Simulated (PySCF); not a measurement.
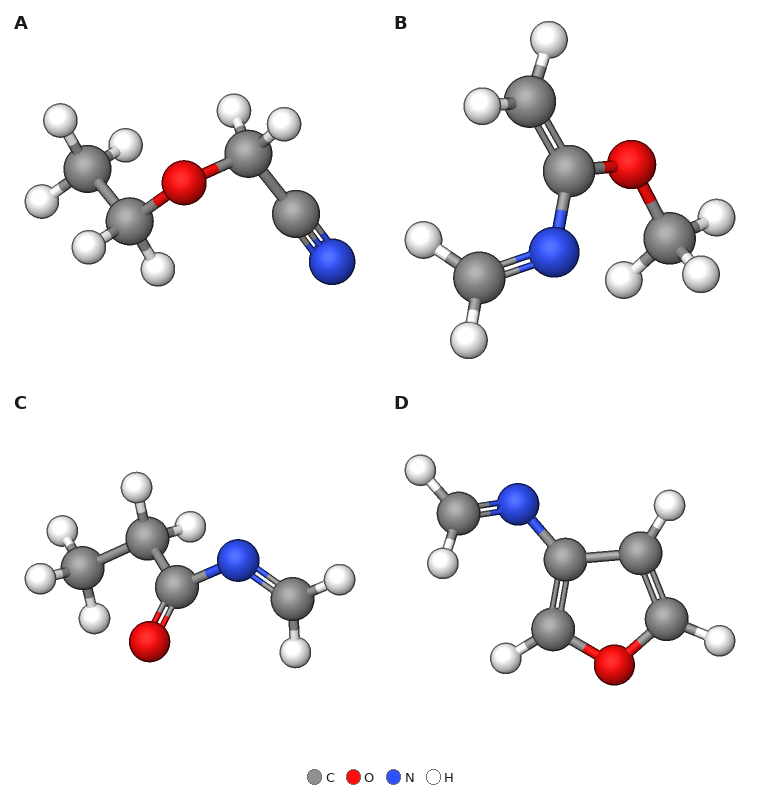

Source: calculation with PySCF.

Q: Match each picture to its SMILES.
(1) C=NC(=C)OC
(2) C=NC(=O)CC
(3) C=Nc1ccoc1
(4) CCOCC#N

A: A is (4), B is (1), C is (2), D is (3).
